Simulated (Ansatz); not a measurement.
# Si$_{2}$H$_{9}$O$_{2}$F: geometry relaxation (part 3 of 3)

The same run, continued: Si$_{2}$H$_{9}$O$_{2}$F; RKS PBE0-D4/def2-TZVP (Ansatz 0.2.0). The geometry is a transition state displaced along its imaginary mode. The reaction was set up to form Si1–F8, H7–O10 and H2–H9 and to break Si1–H2, H7–F8 and H9–O10 (atoms counted from 1 in the order of the input); sticks are drawn by distance alone.

Geometry of the input (Å):
```
Si 0.3249  0.7027  0.8802
H  0.2262  -0.8958  -0.0286
O  0.3508  1.2212  -0.7544
Si -0.5544  1.4077  -2.1051
H  1.7035  1.1337  1.1572
H  -0.9825  1.3195  1.1931
H  0.1779  -1.9814  2.0143
F  0.2731  -0.1785  2.1674
H  0.1011  -1.3917  0.3397
O  0.0556  -2.5954  1.3902
H  -1.8440  2.0874  -1.8135
H  0.1692  2.2010  -3.1361
H  -0.8534  0.0654  -2.6714
H  0.8521  -3.0958  1.3668
```

## Trajectory as extended XYZ, continued
```
14
Properties=species:S:1:pos:R:3:forces:R:3 step=34 energy=-22706.14311
Si    0.4386    1.5582    1.2107   -0.0122  -0.0174  -0.0082
H     1.0802   -2.4005   -1.7517    0.0163   0.0016  -0.0287
O     0.2121    1.2309   -0.3488    0.0036   0.0134   0.0190
Si   -0.7617    1.1647   -1.6723   -0.0047  -0.0124  -0.0136
H     1.8781    1.7495    1.4710    0.0014  -0.0062  -0.0018
H    -0.3960    2.6986    1.6478    0.0011  -0.0028  -0.0062
H    -0.2306   -1.6783    1.6071   -0.0068  -0.0605  -0.0566
F    -0.0293    0.2968    2.0876    0.0053   0.0053  -0.0021
H     0.7651   -2.4570   -1.0752   -0.0088   0.0018   0.0238
O    -0.1857   -2.5527    1.2037    0.1403  -0.0340   0.2188
H    -1.9840    1.9733   -1.4237    0.0059  -0.0018  -0.0005
H    -0.0143    1.7324   -2.8208   -0.0064  -0.0099   0.0136
H    -1.1308   -0.2436   -1.9423    0.0023   0.0139   0.0077
H     0.3581   -3.0721    1.8069   -0.1373   0.1091  -0.1653
14
Properties=species:S:1:pos:R:3:forces:R:3 step=41 energy=-22706.16028
Si    0.5084    1.5288    1.2601    0.0337   0.0483   0.0020
H     1.4599   -2.0884   -1.7897   -0.0235   0.0048   0.0434
O     0.2043    1.1035   -0.2586   -0.0422  -0.0142  -0.0774
Si   -0.8305    0.8971   -1.5237    0.0136  -0.0382  -0.0208
H     1.9671    1.6129    1.4672   -0.0035  -0.0002  -0.0012
H    -0.2101    2.7686    1.6274   -0.0003  -0.0034   0.0006
H    -0.3555   -1.4771    1.5213    0.0086  -0.1764  -0.0927
F    -0.0340    0.3856    2.2488   -0.0160  -0.0352   0.0226
H     1.0250   -2.0958   -1.1782    0.0232   0.0023  -0.0406
O    -0.3898   -2.2340    0.9222    0.0163   0.1105   0.0885
H    -1.9307    1.8945   -1.4082    0.0322  -0.0376  -0.0148
H    -0.0687    1.1389   -2.7784   -0.0503  -0.0227   0.0881
H    -1.3836   -0.4806   -1.5018    0.0344   0.1011   0.0012
H     0.0380   -2.9541    1.3916   -0.0262   0.0609   0.0013
14
Properties=species:S:1:pos:R:3:forces:R:3 step=48 energy=-22706.16783
Si    0.5444    1.5112    1.2434    0.0068   0.0104   0.0265
H     1.5839   -1.7701   -1.6924   -0.0003   0.0027  -0.0005
O     0.1729    1.1338   -0.2720   -0.0006  -0.0064   0.0058
Si   -0.8733    0.8389   -1.5056   -0.0142  -0.0046  -0.0449
H     2.0101    1.5932    1.3913    0.0036  -0.0029  -0.0051
H    -0.1567    2.7384    1.6791   -0.0028  -0.0018   0.0014
H    -0.3168   -1.5158    1.4875   -0.0003   0.0001   0.0069
F     0.0452    0.3380    2.2229    0.0005   0.0033  -0.0134
H     1.1228   -1.9096   -1.1186    0.0002  -0.0009   0.0025
O    -0.4010   -2.2300    0.8482   -0.0047   0.0129  -0.0180
H    -1.8792    1.9341   -1.5507    0.0099  -0.0145   0.0046
H    -0.0960    0.8331   -2.7681   -0.0047   0.0000   0.0173
H    -1.5476   -0.4625   -1.3006    0.0017   0.0161   0.0055
H    -0.2087   -3.0328    1.3358    0.0049  -0.0141   0.0115
14
Properties=species:S:1:pos:R:3:forces:R:3 step=54 energy=-22706.16886
Si    0.5561    1.4958    1.2350   -0.0045  -0.0047  -0.0140
H     1.6496   -1.6413   -1.5885   -0.0063  -0.0039   0.0099
O     0.1043    1.1849   -0.2729    0.0013   0.0037   0.0030
Si   -0.9154    0.8397   -1.5146   -0.0070   0.0025   0.0032
H     2.0293    1.5396    1.3170   -0.0031  -0.0007  -0.0006
H    -0.0946    2.7208    1.7478    0.0019  -0.0022  -0.0016
H    -0.3346   -1.5447    1.4592   -0.0011   0.0023  -0.0029
F     0.0731    0.2978    2.1917   -0.0002   0.0013   0.0028
H     1.1725   -1.8396   -1.0454    0.0079   0.0041  -0.0094
O    -0.4241   -2.2594    0.8209    0.0094  -0.0243   0.0203
H    -1.8505    1.9824   -1.6898    0.0092  -0.0073  -0.0001
H    -0.1027    0.6750   -2.7431   -0.0090  -0.0008   0.0132
H    -1.6773   -0.3941   -1.2160    0.0097   0.0075  -0.0055
H    -0.1857   -3.0569    1.2988   -0.0083   0.0225  -0.0183
14
Properties=species:S:1:pos:R:3:forces:R:3 step=61 energy=-22706.17365
Si    0.5784    1.4173    1.1962   -0.0317  -0.0274  -0.0219
H     2.0821   -1.4697   -1.3165   -0.0404  -0.0168   0.0401
O    -0.0247    1.1662   -0.2691    0.0301   0.0348   0.0563
Si   -1.0810    0.8130   -1.4742   -0.0565  -0.0447  -0.0335
H     2.0486    1.2673    1.1736   -0.0359   0.0007   0.0011
H     0.1336    2.7215    1.7375    0.0132  -0.0315  -0.0137
H    -0.3775   -1.5333    1.4012   -0.0094  -0.0103   0.0037
F     0.0093    0.2971    2.2017    0.0287   0.0309  -0.0253
H     1.5138   -1.6777   -0.8729    0.0384   0.0194  -0.0370
O    -0.4439   -2.1577    0.6719    0.0072   0.0340  -0.0269
H    -1.8246    2.0567   -1.8203    0.0421  -0.0557   0.0045
H    -0.3060    0.3522   -2.6554   -0.0486   0.0214   0.0664
H    -2.0360   -0.2329   -1.0276    0.0579   0.0662  -0.0312
H    -0.2721   -3.0200    1.0538    0.0049  -0.0208   0.0175
14
Properties=species:S:1:pos:R:3:forces:R:3 step=68 energy=-22706.19264
Si    0.5862    1.3845    1.2024   -0.0052  -0.0372  -0.0285
H     2.3491   -1.3874   -1.1620   -0.0225  -0.0041   0.0146
O    -0.0909    1.1456   -0.2306   -0.0064   0.0436   0.0273
Si   -1.1724    0.7346   -1.3943    0.0110  -0.0226  -0.0284
H     2.0484    1.2005    1.1149   -0.0030   0.0026   0.0000
H     0.2001    2.6999    1.7562   -0.0038   0.0000   0.0042
H    -0.3771   -1.5111    1.3200   -0.0041   0.0097  -0.0318
F     0.0403    0.2818    2.2386    0.0046   0.0066  -0.0037
H     1.7025   -1.5453   -0.8177    0.0263   0.0070  -0.0136
O    -0.4184   -1.9925    0.4869    0.0107  -0.0546   0.0710
H    -1.6793    1.9975   -1.9973    0.0086  -0.0376   0.0116
H    -0.4814   -0.0623   -2.4362   -0.0231   0.0053   0.0323
H    -2.3037   -0.0241   -0.8104    0.0146   0.0309  -0.0057
H    -0.4035   -2.9217    0.7295   -0.0076   0.0504  -0.0493
14
Properties=species:S:1:pos:R:3:forces:R:3 step=74 energy=-22706.21068
Si    0.5866    1.3938    1.2209   -0.0067  -0.0094  -0.0091
H     2.4849   -1.3575   -1.1468   -0.0112  -0.0009   0.0083
O    -0.1369    1.1986   -0.1959    0.0099   0.0215   0.0346
Si   -1.1965    0.6660   -1.3309   -0.0141  -0.0070  -0.0069
H     2.0490    1.2473    1.0796    0.0005  -0.0026  -0.0031
H     0.1912    2.6803    1.8330    0.0027  -0.0014  -0.0006
H    -0.3456   -1.5165    1.2824    0.0006  -0.0040  -0.0191
F     0.1025    0.2482    2.2418    0.0030   0.0049  -0.0068
H     1.8250   -1.5135   -0.8292    0.0103   0.0040  -0.0045
O    -0.3921   -1.8765    0.3907   -0.0088  -0.0757   0.0308
H    -1.5897    1.8547   -2.1328    0.0025  -0.0097  -0.0031
H    -0.5452   -0.3237   -2.2166   -0.0016  -0.0044   0.0039
H    -2.4062    0.1011   -0.6880    0.0044  -0.0016  -0.0032
H    -0.6271   -2.8025    0.4917    0.0086   0.0862  -0.0214
14
Properties=species:S:1:pos:R:3:forces:R:3 step=81 energy=-22706.21710
Si    0.6146    1.3852    1.2041    0.0125  -0.0121  -0.0058
H     2.5551   -1.2396   -1.0314   -0.0210  -0.0068   0.0090
O    -0.1721    1.2201   -0.1829   -0.0226   0.0156   0.0046
Si   -1.2067    0.6124   -1.3036    0.0123   0.0024   0.0011
H     2.0694    1.2353    0.9996   -0.0042  -0.0011   0.0011
H     0.2514    2.6642    1.8507    0.0000  -0.0022  -0.0013
H    -0.3192   -1.5414    1.2536    0.0084  -0.0100  -0.0769
F     0.1671    0.2254    2.2252    0.0004   0.0021   0.0038
H     1.8956   -1.4815   -0.7718    0.0218   0.0070  -0.0091
O    -0.3467   -1.8697    0.3476   -0.0554  -0.0427   0.0892
H    -1.6487    1.7668   -2.1293    0.0023  -0.0019  -0.0035
H    -0.5235   -0.3700   -2.1730   -0.0018  -0.0009  -0.0002
H    -2.3978    0.0190   -0.6507    0.0012  -0.0040   0.0018
H    -0.9386   -2.6262    0.3618    0.0460   0.0545  -0.0139
14
Properties=species:S:1:pos:R:3:forces:R:3 step=88 energy=-22706.22717
Si    0.5142    1.3875    1.2146    0.0476   0.0378   0.0395
H     2.7536   -1.5281   -1.0763   -0.0834  -0.0295   0.0305
O    -0.5204    1.4162   -0.0187   -0.0126  -0.0608  -0.0671
Si   -1.2790    0.6671   -1.2767   -0.0067  -0.0328   0.0982
H     1.8684    0.9492    0.7905   -0.1373   0.0342   0.0440
H     0.5116    2.7180    1.8761    0.0012  -0.1522  -0.0686
H    -0.3166   -1.4803    1.3016    0.0111  -0.0472  -0.1247
F     0.0067    0.3292    2.3184    0.0484   0.0673  -0.0646
H     2.0809   -1.6756   -0.7776    0.0817   0.0311  -0.0291
O    -0.2232   -1.7341    0.3750   -0.1901  -0.1964   0.1078
H    -1.8260    1.7541   -2.1296    0.0342  -0.0083  -0.0086
H    -0.3397   -0.1671   -2.0679   -0.0340   0.0766   0.0286
H    -2.4164   -0.1491   -0.7777    0.0524   0.0340  -0.0219
H    -0.8141   -2.4869    0.2484    0.1873   0.2463   0.0359
14
Properties=species:S:1:pos:R:3:forces:R:3 step=94 energy=-22706.23525
Si    0.4757    1.3755    1.2157    0.0067  -0.0121  -0.0033
H     2.7559   -1.6788   -1.1424   -0.0285  -0.0003   0.0175
O    -0.5987    1.4348    0.0164   -0.0061   0.0061   0.0049
Si   -1.2979    0.6893   -1.2712    0.0067  -0.0066   0.0027
H     1.7816    0.8574    0.7580   -0.0081   0.0065   0.0049
H     0.5647    2.7129    1.8373   -0.0006  -0.0081  -0.0040
H    -0.3306   -1.5041    1.3600    0.0016  -0.0080  -0.0286
F    -0.0448    0.3799    2.3651    0.0010   0.0072  -0.0060
H     2.1171   -1.6705   -0.7513    0.0281  -0.0006  -0.0180
O    -0.1604   -1.6674    0.4266   -0.0231  -0.0242   0.0148
H    -1.8577    1.7699   -2.1226   -0.0014  -0.0017   0.0003
H    -0.3043   -0.0815   -2.0552   -0.0008   0.0031   0.0005
H    -2.4085   -0.1867   -0.8252    0.0026   0.0046   0.0001
H    -0.6919   -2.4308    0.1888    0.0218   0.0339   0.0142
14
Properties=species:S:1:pos:R:3:forces:R:3 step=101 energy=-22706.23544
Si    0.4629    1.3805    1.2210    0.0019   0.0018  -0.0011
H     2.7515   -1.7236   -1.1677   -0.0034   0.0003   0.0022
O    -0.6174    1.4451    0.0266    0.0008   0.0022   0.0030
Si   -1.2943    0.6917   -1.2684   -0.0001  -0.0022  -0.0043
H     1.7647    0.8576    0.7585   -0.0009   0.0005   0.0001
H     0.5602    2.7178    1.8407   -0.0001  -0.0015  -0.0006
H    -0.3237   -1.4996    1.3666   -0.0011   0.0000   0.0033
F    -0.0580    0.3893    2.3733   -0.0003  -0.0010   0.0024
H     2.1209   -1.6963   -0.7661    0.0033  -0.0002  -0.0021
O    -0.1421   -1.6562    0.4349    0.0006  -0.0011  -0.0045
H    -1.8675    1.7642   -2.1209   -0.0006  -0.0004   0.0004
H    -0.2814   -0.0590   -2.0473   -0.0006  -0.0001   0.0007
H    -2.3925   -0.2048   -0.8329    0.0002   0.0009  -0.0006
H    -0.6835   -2.4067    0.1816    0.0004   0.0009   0.0010
```

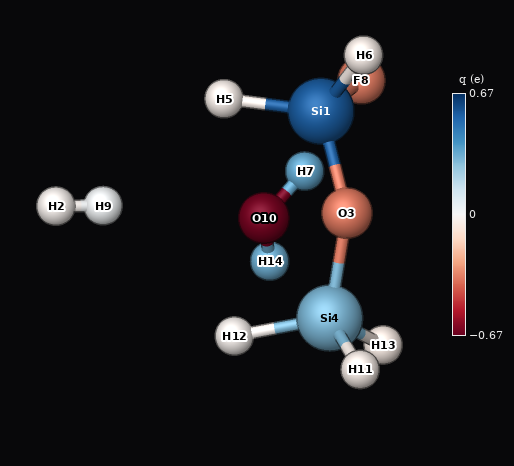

Figure 1. Mulliken charges, as the colour of each atom (ball-and-stick view, seen at a tilt; atoms are numbered from 1 in the order of the input). By element: Si +0.30 to +0.55, H −0.05 to +0.34, O −0.64 to −0.35 and F −0.34 e.

## Results in brief

```csv
quantity,value
outcome,converged
total energy,−22706.2355 eV
mean-field energy,−22706.0044 eV
dispersion energy,−0.2311 eV
SCF solution under orbital rotations,stable
largest force (length of the vector) at the end,0.005 eV/Å
dipole moment,1.26 D
hardware,"8 threads of Intel Xeon @ 2.50GHz, 180 GiB of memory available, shared host"
wall time,7.8 min (CPU time 47 min)
peak memory,0.68 GiB
```
